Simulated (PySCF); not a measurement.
## Electronic structure of C$_{5}$H$_{12}$MoO$_{3}$ (SMILES CC(C)(C)[C]#[Mo]([OH])([OH])[OH]) in real space

Input

```
{"job": {"kind": "uv", "xc": "CAM-B3LYP", "basis": "def2-SVPD", "ip": false, "nstates": 10}, "charge": 0, "multiplicity": 1}
Mo    -0.048335     0.072623    -2.203170
C     -0.022781     0.009493    -0.494013
C      0.009127    -0.004224     0.990097
C      0.857955    -1.193011     1.460550
C      0.633100     1.313279     1.470911
C     -1.427078    -0.133923     1.514696
H      0.428492    -2.145916     1.115820
H      0.900987    -1.215978     2.561471
H      1.885019    -1.118712     1.074272
H      0.677507     1.331686     2.571933
H      0.037281     2.173859     1.132897
H      1.653953     1.429695     1.078418
H     -1.889188    -1.071394     1.170445
H     -2.050011     0.701097     1.162152
H     -1.430059    -0.131342     2.616774
O      1.666470     0.819326    -2.573604
H      1.863216     0.871474    -3.520104
O     -1.562164     1.188061    -2.517816
H     -1.779676     1.279243    -3.456808
O     -0.258878    -1.693491    -2.827052
H     -0.331690    -2.465843    -2.257460
```

Command:

```sh
OMP_NUM_THREADS=1 python probes_run.py task.json out
```

Geometry: PBE0-D3(BJ)/def2-SVP; core potentials replace the inner electrons of Mo.

These are results of CAM-B3LYP/def2-SVPD, SCF density, gas phase, scalar-relativistic core potentials on the heavy atoms in PySCF 2.14.0, not measurements.

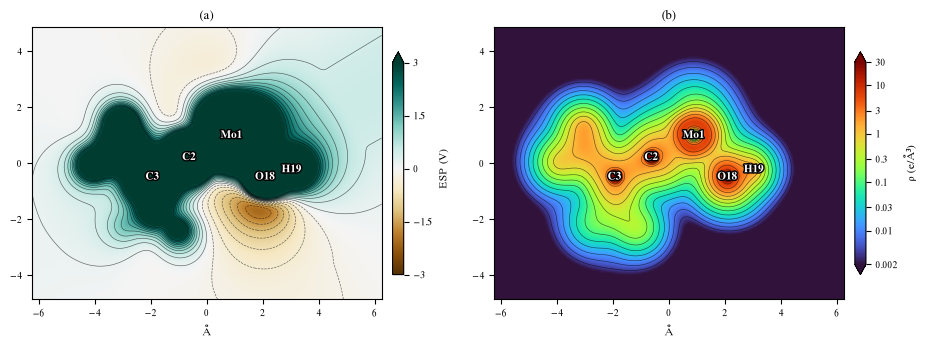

Figure 1. (a) molecular electrostatic potential; (b) electron density on the plane of atoms C2, Mo1 and O18.

> Describe what can be read from this map.

- The section cuts through Mo, C, O and H sites.
- C–C (1.48 Å): ρ is about 1.8 e/Å³ halfway.
- C–Mo (1.71 Å): the density is about 1.8 e/Å³ at the midpoint.
- Mo–O (1.91 Å): the density is about 1 e/Å³ at the midpoint.
- O–H (0.97 Å): ρ at the midpoint is about 3.6 e/Å³.
- Outside the dense part of the molecule the potential is most negative (−2.1 V) near O18.

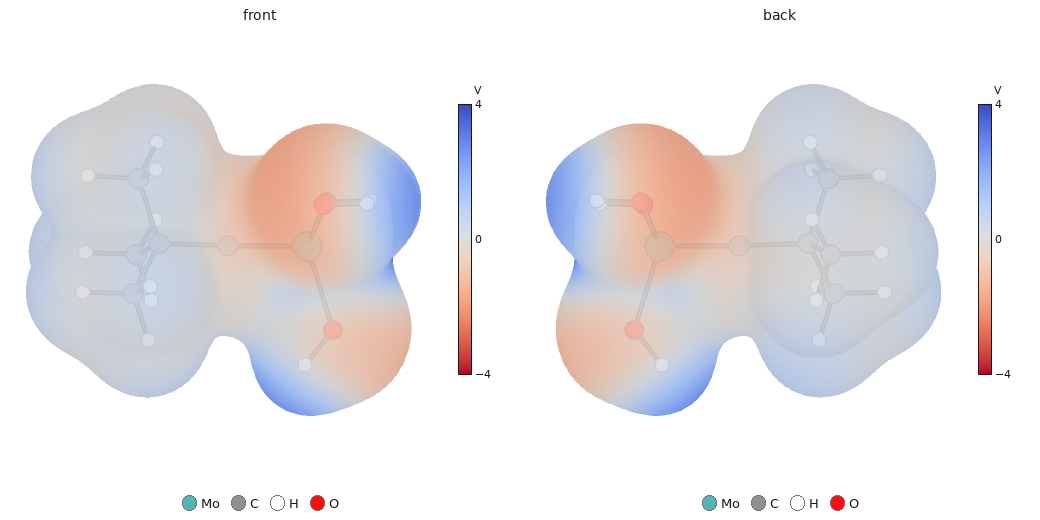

Figure 2. The electrostatic potential painted on the density surface at 0.002 e/bohr³, seen from the front and from behind; red is negative and blue positive.

> Where is the surface potential most negative and most positive?

The most negative region (about −1.6 V, or −37 kcal/mol for a unit charge) lies over O16 and O18, the most positive (about +2.9 V, or +67 kcal/mol for a unit charge) over Mo1.

> How polar is the molecule by this calculation?

Its dipole moment is 1.13 D.
